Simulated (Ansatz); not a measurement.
# Work function of Pb(111): what the settings cost and change, part 2 of 2

How far do functional and pseudopotentials move the work function of Pb(111), and at what cost?

Ansatz 0.2.0; plane-wave DFT, PBE, Ansatz PAW (the session's first sound run).

So far, work function, upper face (eV): step 2 (slab, setting PBE, Ansatz PAW (420 eV)) 3.68; step 5 (RPBE) 3.52; step 6 (r2SCAN) 3.70; step 7 (PBE JTH) 3.68; step 8 (PBE norm-conserving) 3.67.

## (9) Run

This step: plane-wave DFT, LDA, norm-conserving (Ansatz 0.2.0).

Contents of input.yaml:

```yaml
crystal:
  lattice:
    - [3.5001785669, 0.0, 0.0]
    - [1.7500892834, 3.0312435567, 0.0]
    - [0.0, 0.0, 35.1473029949]
  atoms:
    - { symbol: Pb, position: [0.0, 0.0, 0.2560651667] }
    - { symbol: Pb, position: [0.3333333333, 0.3333333333, 0.3373767778] }
    - { symbol: Pb, position: [0.6666666667, 0.6666666667, 0.4186883889] }
    - { symbol: Pb, position: [0.0, 0.0, 0.5] }
    - { symbol: Pb, position: [0.3333333333, 0.3333333333, 0.5813116111] }
    - { symbol: Pb, position: [0.6666666667, 0.6666666667, 0.6626232222] }
    - { symbol: Pb, position: [0.0, 0.0, 0.7439348333] }
kpoints:
  mp_grid: { grid: [13, 13, 1] }
hamiltonian:
  xc: lda
  pseudopotentials: { kind: nc }
scf:
  occupations: { method: fermi_dirac, width: 0.1 }
  convergence: { dr2_threshold: 1.0e-09 }
efield:
  axis: 3
  dipole_correction: true
  ramp_position: 0.97
  ramp_width: 0.06
output:
  write_potential: true
  write_density: true
  volumetric_format: npy
```

Run with:

```console
> ansatz run input.yaml --threads 4 --pin off --max-ram 6144MiB --backend cpu --events-out ev --progress --plain --runs-dir out
```

Numbers of over 12 decimals in the logs are rounded to 6 here.

Log:

```text
[...]
Crystal: 7 atoms, lattice volume = 372.909 Å³
Basis set: ecut = 761.918815 eV, 17709 PW (Γ)
Bands: 59, of which v1, the nominal top of the filled ones, is band 49 counted from 1 (48 counted from 0)
Symmetry: 6 space group operations
k-points: 21 of 169 (time reversal used)
[...]
k-point 0: bands = [... 45 lower, 4.5686, 6.2186, 7.6524, 8.4138, 8.6573, 9.5728, 9.8495, 10.1369, ... 6 higher]
  k-point 1: bands = [... 45 lower, 4.6403, 6.2693, 7.7009, 8.4799, 8.7218, 8.9811, 9.2167, 9.5277, ... 6 higher]
  k-point 2: bands = [... 45 lower, 4.8064, 6.2622, 7.0074, 7.3062, 7.3896, 7.9037, 8.1518, 8.5441, ... 6 higher]
  k-point 20: bands = [... 45 lower, 2.3301, 2.5526, 2.7183, 2.9946, 3.0410, 3.5870, 3.5927, 3.9528, ... 6 higher]
[key lines of the parts left out:]
SCF converged after 8 iterations
Free energy (F): -13382.779931 eV
Fermi energy:    4.597738 eV
Dipole field:    D = -0.000000 V/Å  (p = -0.000000 e·Å, saw-weighted, corrected)
Work function:   Φ+ = 4.0022 eV   Φ− = 4.0022 eV
```

Wall time 73 s (4 threads of Arm Neoverse N1, shared host); peak memory 1.8 GiB.

The work function is 4.002 eV, +0.327 eV from the run “PBE, Ansatz PAW (420 eV)”, at 2.1 times its CPU time.

## (10) Run, setting PBE, all layers relaxed

This step: plane-wave DFT, PBE, Ansatz PAW (Ansatz 0.2.0).

input.yaml: that of step 9 with these lines changed.

```diff
@@ -16,4 +16,3 @@
 hamiltonian:
-  xc: lda
-  pseudopotentials: { kind: nc }
+  xc: pbe
 scf:
@@ -26,2 +25,5 @@
   ramp_width: 0.06
+relax:
+  f_tol: 0.01
+  max_steps: 40
 output:
```

Log:

```text
[...]
Crystal: 7 atoms, lattice volume = 372.909 Å³
Basis set: ecut = 420 eV, 7275 PW (Γ), exchange–correlation on 48×48×480 points (8 copies of the dense FFT grid, shifted against one another)
Bands: 59, of which v1, the nominal top of the filled ones, is band 49 counted from 1 (48 counted from 0)
Symmetry: 6 space group operations
[...]
atoms:
    - { symbol: Pb, position: [0, 0, 0.251033] }
    - { symbol: Pb, position: [0.333333, 0.333333, 0.330800] }
    - { symbol: Pb, position: [0.666667, 0.666667, 0.416211] }
    - { symbol: Pb, position: [0, 0, 0.500000] }
    - { symbol: Pb, position: [0.333333, 0.333333, 0.583789] }
    - { symbol: Pb, position: [0.666667, 0.666667, 0.669200] }
    - { symbol: Pb, position: [0, 0, 0.748967] }
[key lines of the parts left out:]
SCF converged after 8 iterations
Free energy (F): -83344.562522 eV
Fermi energy:    4.671424 eV
Dipole field:    D = -0.000000 V/Å  (p = -0.000001 e·Å, saw-weighted, corrected)
Work function:   Φ+ = 3.7190 eV   Φ− = 3.7190 eV
```

Elapsed: 87 s, on 4 threads; peak memory 0.93 GiB.

The relaxation took 3 steps and lowered the energy by 0.042 eV; the largest force on the free atoms ends at 0.0055 eV/Å.

The work function is 3.719 eV, +0.044 eV from the run “PBE, Ansatz PAW (420 eV)”, at 2.2 times its CPU time.

## (11) Run

This step: plane-wave DFT, PBE, fully relativistic PAW with spin-orbit coupling (Ansatz 0.2.0).

input.yaml: that of step 10 with these lines changed.

```diff
@@ -17,2 +17,3 @@
   xc: pbe
+  pseudopotentials: { kind: paw_fr }
 scf:
@@ -25,5 +26,5 @@
   ramp_width: 0.06
-relax:
-  f_tol: 0.01
-  max_steps: 40
+magnetization:
+  noncollinear: true
+  spin_orbit: true
 output:
```

Log:

```text
[...]
non-collinear run that drives no moment, with spin-orbit: no starting moment large enough to seed its density (crystal.atoms[].spin), no starting occupations that ask for one, no magnetisation constraint and no magnetic field, so the semilocal B_xc is pinned to zero
Crystal: 7 atoms, lattice volume = 372.909 Å³
[...]
k-point 1: bands = [... 94 lower, 7.4366, 7.4366, 8.1131, 8.1131, 8.2957, 8.2957, 8.6109, 8.6109, ... 16 higher]
  k-point 2: bands = [... 94 lower, 6.9473, 6.9473, 7.0793, 7.0793, 7.2532, 7.2532, 7.6652, 7.6652, ... 16 higher]
  k-point 20: bands = [... 94 lower, 2.4843, 2.4843, 2.5910, 2.5910, 3.4826, 3.4826, 3.7140, 3.7140, ... 16 higher]
[key lines of the parts left out:]
SCF converged after 10 iterations
Magnetization: |M| = 0.0000 μB,  M = (+0.0000, +0.0000, +0.0000) μB
Free energy (F): -83615.401230 eV
Fermi energy:    4.596242 eV
Dipole field:    D = -0.000000 V/Å  (p = -0.000000 e·Å, saw-weighted, corrected)
Work function:   Φ+ = 3.7142 eV   Φ− = 3.7142 eV
```

It took 5.6 min on 4 threads; peak memory 4.1 GiB; 20 min of CPU time.

The work function is 3.714 eV, +0.039 eV from the run “PBE, Ansatz PAW (420 eV)”, at 10 times its CPU time.

## (12) The series together

Times are for 4 threads of Arm Neoverse N1, shared host. The series side by side:

| no. | setting | work function, upper face (eV) | time | memory (GiB) |
| --- | --- | --- | --- | --- |
| 1 | PBE, Ansatz PAW (420 eV) | 3.675 | 37 s | 1.0 |
| 2 | LDA, Ansatz PAW (420 eV) | 3.996 | 38 s | 1.0 |
| 3 | PBEsol, Ansatz PAW (420 eV) | 3.769 | 38 s | 1.0 |
| 4 | RPBE, Ansatz PAW (420 eV) | 3.524 | 43 s | 1.0 |
| 5 | r2SCAN, Ansatz PAW (500 eV) | 3.703 | 88 s | 1.8 |
| 6 | PBE, JTH PAW (1800 eV) | 3.677 | 7.3 min | 5.3 |
| 7 | PBE, norm-conserving (850 eV) | 3.672 | 3.1 min | 2.2 |
| 8 | LDA, norm-conserving (762 eV) | 4.002 | 73 s | 1.8 |
| 9 | PBE, all layers relaxed | 3.719 | 87 s | 0.93 |
| 10 | PBE with spin-orbit coupling (420 eV) | 3.714 | 5.6 min | 4.1 |

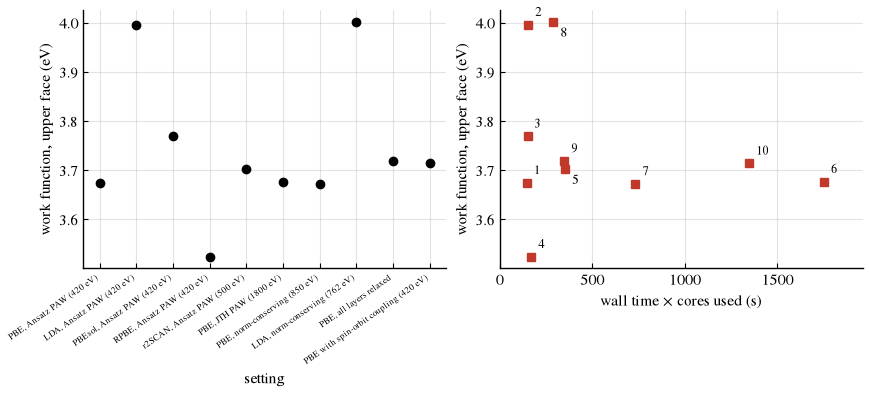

The series as plots; the last panel sets the first result against cost, with the runs numbered as in the table.

## (13) The same run with other settings

This step: plane-wave DFT, PBE, Ansatz PAW (Ansatz 0.2.0).

An input spoilt on purpose, to show how the run answers: it repeats the earlier run “PBE, Ansatz PAW (420 eV)” with efield.amplitude to 5.0, and scf.max_iter set to 75; its output block differs too.

input.yaml: that of step 11 with these lines changed.

```diff
@@ -17,3 +17,2 @@
   xc: pbe
-  pseudopotentials: { kind: paw_fr }
 scf:
@@ -21,2 +20,3 @@
   convergence: { dr2_threshold: 1.0e-09 }
+  max_iter: 75
 efield:
@@ -26,5 +26,3 @@
   ramp_width: 0.06
-magnetization:
-  noncollinear: true
-  spin_orbit: true
+  amplitude: 5.0
 output:
```

Log:

```text
[...]
Crystal: 7 atoms, lattice volume = 372.909 Å³
Basis set: ecut = 420 eV, 7275 PW (Γ)
Bands: 59, of which v1, the nominal top of the filled ones, is band 49 counted from 1 (48 counted from 0)
Symmetry: 6 space group operations
k-points: 21 of 169 (time reversal used)
[...]
SCF iter   1: F=—  HF=-83361.840833 eV  |F-HF|=—  |Δ(HF+E_count)|=         —  Δρ=1.45e-2  dr2=6.65e1  ethr=3.10e-3  p=6.100 e·Å  D=2.96e0 V/Å  ΔV_dip=-104.03 eV  dr2_dipole=6.58e-1  V_vac-E_F(+/−)=36.28/1.42 eV  ⟨swp⟩=14.0  Hψ=7948  notcnv=0
[...]
SCF iter  14: F=-83359.692097 eV  HF=-83359.692097 eV  |F-HF|=4.22e-10  |Δ(HF+E_count)|=   2.62e-9  Δρ=3.00e-7  dr2=6.38e-10  ethr=1.02e-12  p=6.093 e·Å  D=2.96e0 V/Å  ΔV_dip=-103.91 eV  dr2_dipole=3.24e-11  V_vac-E_F(+/−)=33.52/-1.02 eV  ⟨swp⟩=15.0  Hψ=7058  notcnv=0
WARN: efield: at this solve's end the planar-averaged density reaches 8.04e-3 e/Å³ inside the ramp window [0.9415, 0.1662] (bound 1e-5 e/Å³); the window's nearer edge stands 3.16 Å from this solve's nearest atom along the axis. Its free energy, forces, stress, dipole, levels and responses can be off, and this figure does not tell by how much. The cell may have no vacuum along `efield.axis`. A short vacuum, a low `basis.ecutwfc` or `basis.ecutrho_ratio` and negative occupations (`scf.occupations.method`) can put density there. See the manual's quickstart, § The vacuum guard
SCF 1 converged in 14 iterations: F = -83359.692097 eV  dr2 = 6.38e-10
[...]
SCF converged after 14 iterations
Free energy (F): -83359.692097 eV
[...]
Internal energy: -83359.548635 eV  (E = F + TS)
E sigma→0 (E₀):  -83359.620366 eV
Entropy (-TS):   -0.143462 eV (-20.495 meV/atom)
Fermi energy:    3.565394 eV
Dipole field:    D = 2.956405 V/Å  (p = 6.092638 e·Å, saw-weighted, corrected)
Work function:   not extracted (applied field tilts the vacuum); planar V_es + V_field profile in the machine report
[...]
Vacuum region:   at the solve's end the planar-averaged density reaches 8.04e-3 e/Å³ inside the ramp window [0.9415, 0.1662] (bound 1e-5 e/Å³)
[...]
--- Band table (eV; the first three rows and the last of 21) ---
  k-point 0: bands = [... 45 lower, 3.2984, 4.6006, 6.1340, 7.8936, 9.1626, 9.1626, 9.3792, 9.3792, ... 6 higher]
  k-point 1: bands = [... 45 lower, 3.3790, 4.6714, 6.1724, 7.8458, 7.9875, 8.2318, 8.6127, 8.7237, ... 6 higher]
  k-point 2: bands = [... 45 lower, 3.5880, 4.8066, 5.9215, 6.0044, 6.3711, 6.8178, 6.9674, 7.5839, ... 6 higher]
  k-point 20: bands = [... 45 lower, 1.3067, 1.5156, 1.7089, 1.9755, 2.0489, 2.5815, 2.6026, 2.9514, ... 6 higher]
```

Elapsed: 63 s, on 4 threads; peak memory 1 GiB.

In so strong a field the program warns of density in the ramp of the sawtooth; these numbers are not the system's.

## (14) What came out

```yaml
work_function_pbe_ansatz_paw_420_ev: 3.675 eV
work_function_lda_ansatz_paw_420_ev: 3.996 eV
work_function_rpbe_ansatz_paw_420_ev: 3.524 eV
work_function_r2scan_ansatz_paw_500_ev: 3.703 eV
work_function_lda_norm_conserving_762_ev: 4.002 eV
work_function_pbe_all_layers_relaxed: 3.719 eV
work_function_pbe_with_spin_orbit_coupling_420_ev: 3.714 eV
```

PBE on the default files gives 3.68 eV, and the settings tried spread the value from 3.52 to 4.00 eV. At one geometry LDA lies 0.32 eV above PBE. The choice of pseudopotentials moves the PBE value by 0.005 eV. Relaxing the layers changes it by +0.044 eV. Spin-orbit coupling, on the fully relativistic files, changes it by +0.04 eV. The ladder's slabs use the tabulated experimental lattice constant (two decimals; a low-temperature value for the alkali metals).

[Logs are printed without paths, hosts, clocks, repeated set-up lines and the standing remarks that a program may print on its own settings, such as how far it seeks lower states.]

[Hosts, paths, dates, database ids (printed as entryN), source tags and the programs' standing remarks are cut or masked in the printed files.]

[Maps of the electrostatic potential energy from Ansatz leave out the sawtooth potential of an applied field or a dipole correction, so their vacuum need not be flat; planar profiles and work functions include it.]
